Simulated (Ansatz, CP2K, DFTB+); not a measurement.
## DFTB+ runs on generalised stacking fault on (111) (glide set) of a Ge-Si solid solution (72 atoms)

Wanted: DFTB+ inputs and outputs for generalised stacking fault on (111) (glide set) of a Ge-Si solid solution (72 atoms), checked against a plane-wave reference.

Method: the method is named at each step, in DFTB+ 25.1.

**1. Starting point**

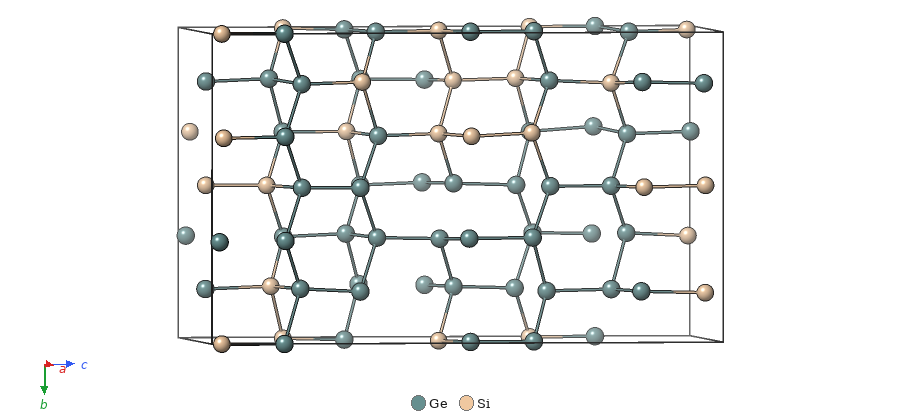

The starting structure, seen from the side, with the c axis across the page (germanium teal, silicon light orange). Bonds to atoms that aren't drawn are left out. Some periodic images of atoms are drawn too.

The cell holds 72 atoms: 51 Ge and 21 Si. Cell: a = 6.849 Å, b = 11.862 Å, c = 19.646 Å, α = 90.0°, β = 85.0°, γ = 90.0°. Diamond-structure Ge lattice (a = 5.5919 Å, the value set for the mixture), cell with z along [111], 1 x 3 x 2 periods; the third cell vector is tilted by 0.250 of 1/2[11-2] and lengthened by 0.2 Å, so the cell holds one fault (glide set); displaced by a Gaussian of 0.01 Å; 21 of 72 Ge sites given to Si at random (lattice constant by Vegard's rule between Ge and Si). Then every atom was moved at random, 0.05 Å r.m.s. a Cartesian component. The structure's axis is c.

As a file:

```xyz
72
Lattice="6.8487 0.0000 0.0000 0.0000 11.8622 0.0000 1.7122 0.0000 19.5709" Properties=species:S:1:pos:R:3 pbc="T T T"
Ge    3.5254    1.9427    0.4053
Ge    3.4082    1.8544    2.8765
Ge    5.7281    1.9879    3.7067
Si    5.6858    1.9217    6.0676
Si    6.7975    0.0024    0.3897
Ge    6.9912    0.0065    2.7945
Si    2.2878   11.8294    3.6306
Ge    2.2270    0.0356    6.0333
Ge    4.5483    0.0488    6.8146
Si    4.5354    0.0171    9.2608
Si    3.4319    5.9168    0.4135
Si    3.4550    5.9341    2.7795
Ge    5.6454    5.9531    3.7308
Ge    5.7354    5.9656    5.9899
Si    0.0534    3.9912    0.4456
Ge    6.8578    3.9552    2.8489
Ge    2.3902    3.9291    3.6091
Si    2.2302    3.9388    6.1245
Ge    4.6121    4.0252    6.8939
Si    4.4772    3.9606    9.2711
Ge    1.1395    1.9777    6.8731
Ge    1.0831    2.0218    9.3752
Si    3.3821    1.9697   10.0438
Si    3.3167    1.9066   12.4909
Ge    5.6268    1.9184   13.3526
Si    5.6521    2.0271   15.7536
Ge    6.8729   11.8466   10.0553
Ge    6.7898   11.8439   12.5365
Si    2.1957   11.8483   13.2485
Ge    2.2946   11.8366   15.7763
Ge    4.5772    0.1126   16.6580
Si    4.5266    0.0493   18.9200
Ge    3.4709    9.8786    0.3912
Si    3.4184    9.7895    2.9433
Ge    5.7629    9.8106    3.6431
Ge    5.6568    9.9361    6.0020
Ge    0.0616    7.9630    0.2834
Ge    6.9042    7.9350    2.8482
Ge    2.2974    7.9438    3.6437
Ge    2.2951    7.8436    6.0807
Ge    4.5106    7.9213    6.8684
Ge    4.6930    7.9714    9.2717
Ge    1.0523    6.0362    6.8768
Ge    1.0600    5.9529    9.2846
Ge    3.4107    5.9049   10.0596
Ge    3.3950    5.9860   12.4990
Ge    5.7914    5.9513   13.3677
Ge    5.7710    5.9565   15.7331
Si    6.7165    3.9890   10.1223
Si    6.8489    3.8673   12.4463
Ge    2.3061    3.9857   13.2444
Ge    2.1939    3.8150   15.7331
Ge    4.5503    4.0165   16.5914
Ge    4.5732    3.9409   19.0556
Ge    8.0174    1.9120   16.5233
Ge    8.0117    1.9747   18.9159
Ge    0.9923    9.8223    6.8259
Ge    1.0878    9.8713    9.3762
Ge    3.4260    9.8495   10.0548
Ge    3.2864    9.9297   12.4618
Ge    5.7318    9.9599   13.2352
Ge    5.7621    9.9074   15.7464
Ge    6.8006    7.8951   10.0217
Ge    6.8335    7.8734   12.4812
Ge    2.3574    7.8556   13.3348
Ge    2.1764    7.9134   15.6757
Ge    4.5859    7.8050   16.5544
Si    4.5360    7.9273   18.9638
Si    7.9758    5.9335   16.5989
Si    8.0499    5.8782   18.9722
Ge    7.8967    9.9173   16.5038
Si    7.9886    9.9851   18.9726
```

The yardstick, on the same geometry:

```
method                 : Kohn-Sham DFT, PBE, PAW, plane waves (Ansatz 0.2.0); cutoff 420 eV, Γ point, fermi-dirac smearing of 0.05 eV; PAW set soft_2
r.m.s. force component : 0.9036 eV/Å
longest force          : 2.65 eV/Å
pressure               : 3.048 GPa
SCF cycles             : 9
time                   : 15 s on 4 threads of Intel Xeon 6975P-C (Granite Rapids), shared host
CPU time               : 51 s
```

**2. IPEA1-xTB**

Method: IPEA1-xTB tight binding, diagonalisation.

The input, dftb_in.hsd:

```
Geometry = GenFormat {
  <<< geo.gen
}
Driver = {}
Hamiltonian = xTB {
  Method = "IPEA1-xTB"
  SccTolerance = 1e-06
  MaxSccIterations = 300
  Mixer = Broyden { MixingParameter = 0.05 }
  Filling = Fermi { Temperature [K] = 580 }
  KPointsAndWeights = { 0.0 0.0 0.0 1.0 }
}
Analysis {
  PrintForces = Yes
  MullikenAnalysis = Yes
}
ParserOptions { ParserVersion = 14 }
```

The input, geo.gen:

```
72 F
Ge Si
1 1 0.50958 0.16377 0.02071
2 1 0.46090 0.15633 0.14698
3 1 0.78904 0.16758 0.18940
4 2 0.75270 0.16200 0.31003
5 2 0.98755 0.00020 0.01991
6 1 0.98512 0.00055 0.14279
7 2 0.28768 0.99723 0.18551
8 1 0.24811 0.00300 0.30828
9 1 0.57707 0.00411 0.34820
10 2 0.54394 0.00144 0.47319
11 2 0.49582 0.49879 0.02113
12 2 0.46897 0.50025 0.14202
13 1 0.77665 0.50185 0.19063
14 1 0.76094 0.50291 0.30606
15 2 0.00211 0.33646 0.02277
16 1 0.96495 0.33343 0.14557
17 1 0.30290 0.33123 0.18441
18 2 0.24740 0.33205 0.31294
19 1 0.58537 0.33933 0.35225
20 2 0.53531 0.33388 0.47372
21 1 0.07859 0.16672 0.35119
22 1 0.03839 0.17044 0.47904
23 2 0.36554 0.16605 0.51320
24 2 0.32473 0.16073 0.63824
25 1 0.65102 0.16172 0.68227
26 2 0.62405 0.17089 0.80495
27 1 0.87509 0.99868 0.51379
28 1 0.83126 0.99846 0.64057
29 2 0.15137 0.99883 0.67695
30 1 0.13351 0.99784 0.80611
31 1 0.45555 0.00949 0.85116
32 2 0.41926 0.00416 0.96674
33 1 0.50181 0.83278 0.01999
34 2 0.46154 0.82527 0.15039
35 1 0.79493 0.82705 0.18615
36 1 0.74930 0.83763 0.30668
37 1 0.00537 0.67129 0.01448
38 1 0.97173 0.66893 0.14553
39 1 0.28891 0.66967 0.18618
40 1 0.25744 0.66123 0.31070
41 1 0.57087 0.66778 0.35095
42 1 0.56681 0.67200 0.47375
43 1 0.06581 0.50886 0.35138
44 1 0.03617 0.50184 0.47441
45 1 0.36951 0.49779 0.51401
46 1 0.33605 0.50463 0.63865
47 1 0.67487 0.50170 0.68304
48 1 0.64167 0.50214 0.80390
49 2 0.85140 0.33628 0.51721
50 2 0.84104 0.32602 0.63596
51 1 0.16754 0.33600 0.67674
52 1 0.11936 0.32161 0.80390
53 1 0.45247 0.33860 0.84776
54 1 0.42434 0.33222 0.97367
55 1 0.95958 0.16118 0.84428
56 1 0.92819 0.16647 0.96653
[... 16 atom lines left out ...]
0.0 0.0 0.0
6.84865 0.00000 0.00000
0.00000 11.86221 0.00000
1.71216 0.00000 19.57091
```

Command:

```console
$ OMP_NUM_THREADS=1 dftb+ > output.txt
```

The program printed:

```text
Reading input file 'dftb_in.hsd'
Parser version: 14
--------------------------------------------------------------------------------
Processed input in HSD format written to 'dftb_pin.hsd'
Starting initialization...
--------------------------------------------------------------------------------
WARNING!
-> Dipole printed for extended system : value printed is not well defined
Mode:                        Static calculation
Self consistent charges:     Yes
SCC-tolerance:                 0.100000E-05
Max. scc iterations:                    300
Shell resolved Hubbard:      Yes
Spin polarisation:           No
Nr. of up electrons:           144.000000
Nr. of down electrons:         144.000000
Periodic boundaries:         Yes
Electronic solver:           Relatively robust
Mixer:                       Broyden mixer
Mixing parameter:                  0.050000
Nr. of chrg. vec. in memory:            300
Max. SCC-cycles:                        300
tblite library version:      0.3.0
-> parametrization:          IPEA1-xTB
-> repulsion:                Yes
-> dispersion:               Yes
-> halogen bonding:          Yes
-> electrostatics:           Yes
   -> isotropic:             Yes
   -> anisotropic:           No
   -> third-order:           Yes
Electronic temperature:              0.183675E-02 H      0.499806E-01 eV
Initial charges:             Set automatically (system chrg:   0.000E+00)
Included shells:            Ge:  s, p, d
                            Si:  s, p, d
K-points and weights:           1:  0.000000  0.000000  0.000000     1.000000
K-points in absolute space:     1:  0.000000  0.000000  0.000000
Extra options:
                             Mulliken analysis
                             Force calculation
Force type                   original
--------------------------------------------------------------------------------
***  Geometry step: 0
 iSCC Total electronic   Diff electronic      SCC error
    1   -0.15355208E+03    0.00000000E+00    0.90816423E+00
    2   -0.15576242E+03   -0.15355208E+03    0.82069062E+00
    3   -0.15608191E+03   -0.22103389E+01    0.82393543E+00
    4   -0.15695146E+03   -0.31949261E+00    0.64719379E+00
    5   -0.15682035E+03   -0.86954245E+00    0.56109706E+00
    6   -0.15762651E+03    0.13110275E+00    0.34356135E+00
    7   -0.15790863E+03   -0.80616058E+00    0.17256224E+00
    8   -0.15794234E+03   -0.28211196E+00    0.15800000E+00
    9   -0.15795648E+03   -0.33712182E-01    0.12657408E+00
   10   -0.15796049E+03   -0.14146349E-01    0.56894696E-01
   11   -0.15797488E+03   -0.40092799E-02    0.52672095E-01
   12   -0.15797618E+03   -0.14384106E-01    0.41668138E-01
   13   -0.15797623E+03   -0.13057854E-02    0.35039395E-01
   14   -0.15797659E+03   -0.42972719E-04    0.20106760E-01
   15   -0.15797683E+03   -0.35816320E-03    0.11626832E-01
   16   -0.15797696E+03   -0.24101735E-03    0.10472700E-01
   17   -0.15797694E+03   -0.13355938E-03    0.11068475E-01
   18   -0.15797701E+03    0.21340753E-04    0.33975842E-02
   19   -0.15797704E+03   -0.75532086E-04    0.26991783E-02
>> Charges saved for restart in charges.bin
   20   -0.15797704E+03   -0.21682621E-04    0.23995995E-02
   21   -0.15797704E+03   -0.92126440E-05    0.17756357E-02
   22   -0.15797704E+03    0.28159967E-05    0.11951657E-02
   23   -0.15797704E+03    0.39722856E-05    0.61547755E-03
   24   -0.15797704E+03   -0.26509163E-05    0.55280115E-03
[...]
31   -0.15797704E+03   -0.10273277E-06    0.15341617E-04
   32   -0.15797704E+03    0.29397228E-07    0.12968882E-04
   33   -0.15797704E+03    0.13748746E-07    0.98461365E-05
   34   -0.15797704E+03    0.82024769E-08    0.40246618E-05
   35   -0.15797704E+03    0.27558542E-08    0.23104112E-05
   36   -0.15797704E+03    0.13059349E-07    0.18439013E-05
   37   -0.15797704E+03    0.41782471E-08    0.13366357E-05
>> Charges saved for restart in charges.bin
   38   -0.15797704E+03   -0.76056494E-10    0.74179102E-06
Total Energy:                     -157.1705691273 H        -4276.8288 eV
Extrapolated to 0K:               -157.1750257386 H        -4276.9501 eV
Total Mermin free energy:         -157.1794823500 H        -4277.0713 eV
Force related energy:             -157.1794823500 H        -4277.0713 eV
Volume:                              0.107295E+05 au^3   0.158994E+04 A^3
Pressure:                            0.611514E-03 au     0.179913E+11 Pa
```

detailed.out:

```text
Fermi distribution function
Calculation with static geometry
********************************************************************************
 iSCC Total electronic   Diff electronic      SCC error
   38   -0.15797704E+03   -0.76056494E-10    0.74179102E-06
********************************************************************************
 Total charge:    -0.00000000
 Atomic gross charges (e)
 Atom           Charge
    1      -0.14352046
    2      -0.11852155
    3      -0.15564506
    4       0.40016865
    5       0.29402922
    6      -0.27818284
    7       0.26598249
    8      -0.13674793
    9      -0.20454697
   10       0.28496956
   11       0.21306923
   12       0.30257139
[...]
68       0.52446090
   69       0.45673375
   70       0.27357929
   71       0.02848021
   72       0.35202242
Fermi level:                        -0.3644174967 H           -9.9163 eV
Band energy:                      -158.1194183851 H        -4302.6483 eV
TS:                                  0.0089132227 H            0.2425 eV
Band free energy (E-TS):          -158.1283316078 H        -4302.8908 eV
Extrapolated E(0K):               -158.1238749965 H        -4302.7696 eV
Input / Output electrons (q):    288.0000000000    288.0000000000
Energy H0:                        -158.1744288201 H        -4304.1452 eV
Energy SCC:                          0.1973904798 H            5.3713 eV
Total Electronic energy:          -157.9770383404 H        -4298.7739 eV
Repulsive energy:                    1.3320775478 H           36.2477 eV
Halogen correction energy:           0.0000000000 H            0.0000 eV
Total energy:                     -157.1705691273 H        -4276.8288 eV
Extrapolated to 0:                -157.1750257386 H        -4276.9501 eV
Total Mermin free energy:         -157.1794823500 H        -4277.0713 eV
Force related energy:             -157.1794823500 H        -4277.0713 eV
Non-constrained calculation
SCC converged
Total Forces
    1      0.032320360594     -0.023400170470      0.022625941660
    2      0.017786325447      0.000040266788     -0.010972698247
    3     -0.002289388221     -0.012445573896     -0.001894238135
    4      0.011577487381      0.029824069905      0.010423943741
    5      0.038493456798      0.005639064799      0.028340292359
    6     -0.025883035337     -0.009473368912     -0.014492384328
    7      0.015424464410     -0.026885340685      0.009684478870
    8      0.010278348189     -0.023138346012     -0.018434486687
    9     -0.014474110300      0.004109038683      0.033491157074
   10      0.001051110079      0.007925604555     -0.003887308101
   11      0.024796165637      0.038376931164      0.008720833942
[...]
68     -0.033899099789     -0.019576204733     -0.000505410073
   69      0.016067360198     -0.009494434233     -0.008690820409
   70     -0.020913468617      0.015897577624     -0.010397512641
   71      0.044238611628     -0.007835151160      0.051648318051
   72     -0.035698615443     -0.023121020208     -0.025391240559
Total stress tensor
      0.000241191137      0.000008905985      0.000010244996
      0.000008905985      0.001171963607     -0.000009888626
      0.000010244996     -0.000009888626      0.000421386266
Total lattice derivs
     -0.199213502233     -0.008100602752      0.022068949895
     -0.004262806322     -0.560954697430      0.004733143062
     -0.002972213924      0.002868826077     -0.122249932785
Maximal derivative component:        0.881108E-01 au
Volume:                              0.107295E+05 au^3
Pressure:                            0.611514E-03 au     0.179913E+11 Pa
Warning: dipole moment is not defined absolutely!
Dipole moment:   13.98925353   -9.78825597   14.76119781 au
Dipole moment:   35.55713865  -24.87926707   37.51922544 Debye
```

The job ended after 24 s (1 thread of Intel Xeon 6975P-C (Granite Rapids), shared host; peak memory 0.96 GiB).

Banners, paths, timers and routine set-up lines are dropped from the logs unmarked, and long logs keep their key lines alone; longer cuts are marked.

Numbers from this run, and their distance from the reference:

| Quantity | Value |
| --- | --- |
| r.m.s. force component | 1.276 eV/Å |
| r.m.s. difference of force components | 542.7 meV/Å |
| longest difference of force vectors | 2232 meV/Å |
| force difference over r.m.s. force | 60.05 % |
| slope of forces against the reference's | 1.316 |
| correlation of force components | 0.9323 |
| pressure | 17.99 GPa |
| pressure difference | 14.94 GPa |

Length of the force difference by element (eV/Å):

| element | atoms | mean | most |
| --- | --- | --- | --- |
| Ge | 51 | 0.93 | 2.2 |
| Si | 21 | 0.62 | 1.6 |

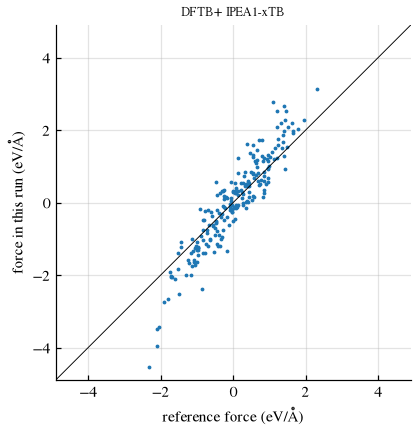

Force components against those of the reference; the line marks equality.

Local excerpt of 9 atoms (numbers count through the whole input) about Ge13, which bears the longest force; x, y, z are measured from there.

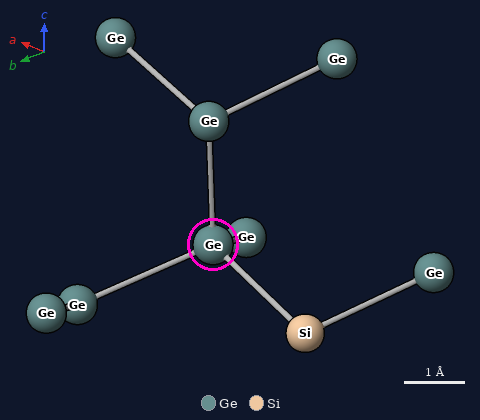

The atoms of the table, within 3.9 Å (arrows a, b, c point along x, y, z); some may hide others; the central atom is ringed.

| atom | x | y | z | distance (Å) | bonds | Mulliken charge (e) | Fx | Fy | Fz (eV/Å) |
| --- | --- | --- | --- | --- | --- | --- | --- | --- | --- |
| Ge13 | 0.00 | 0.00 | 0.00 | 0.00 | 4 | -0.13 | -0.07 | 0.31 | -4.53 |
| Ge14 | 0.09 | 0.01 | 2.26 | 2.26 | 4 | -0.08 | -0.61 | -0.08 | 2.52 |
| Si12 | -2.19 | -0.02 | -0.95 | 2.39 | 4 | 0.30 | -0.25 | 0.24 | 0.05 |
| Ge16 | 1.21 | -2.00 | -0.88 | 2.50 | 4 | -0.21 | 0.46 | 0.84 | -0.61 |
| Ge38 | 1.26 | 1.98 | -0.88 | 2.51 | 4 | -0.04 | -0.12 | -1.67 | -1.72 |
| Ge17 | -3.26 | -2.02 | -0.12 | 3.84 | 4 | -0.29 | -0.48 | 0.73 | 1.23 |
| Ge19 | -1.03 | -1.93 | 3.16 | 3.85 | 4 | -0.28 | -1.26 | -1.63 | 0.33 |
| Ge35 | 0.12 | 3.86 | -0.09 | 3.86 | 4 | -0.15 | -1.44 | 2.09 | -1.36 |
| Ge43 | 2.26 | 0.08 | 3.15 | 3.87 | 4 | -0.12 | 0.67 | -2.74 | 0.55 |

Forces lie 60 % from the reference's, at 0.47 times its CPU time (on 1 against 4 cores).

**3. Outcome**

```json
{
  "force difference from the reference": "DFTB+ IPEA1-xTB, 60 %",
  "its CPU time": "24 s"
}
```

Tight binding differs by 60 % (DFTB+ IPEA1-xTB); it is another model, with fitted parameters of its own, and the xTB methods hold dispersion. IPEA1-xTB was fitted to ionisation energies and electron affinities, not to forces or charges. One electronic-structure run takes under half the reference's CPU time: DFTB+ IPEA1-xTB, at 60 % in 24 s against 51 s, too far off to be of use; its pressure misses by +14.9 GPa. Periodic xTB results under one method name differ between programs and library versions (DFTB+ here holds tblite 0.3). The reference's stress is far from hydrostatic: its diagonal is -5.5, 12.7, 1.9 GPa, compression counted positive. The host structure and its lattice constant were typed by rule, without a check against the phase diagram. The reference's pressure of 3.0 GPa belongs to a cell and atoms that aren't relaxed at this level. The electronic-structure runs sample only Γ, in a cell whose shortest periodic width is 7 Å, which is coarse for a cell with partly filled levels.

[Also dropped from logs without a mark: logging warnings of Python, and SIESTA's first energy breakdown and zero terms.]

[Logs are printed without paths, hosts, clocks, repeated set-up lines and the standing remarks that a program may print on its own settings, such as how far it seeks lower states.]

[Hosts, paths, dates, database ids (printed as entryN), source tags and the programs' standing remarks are cut or masked in the printed files.]
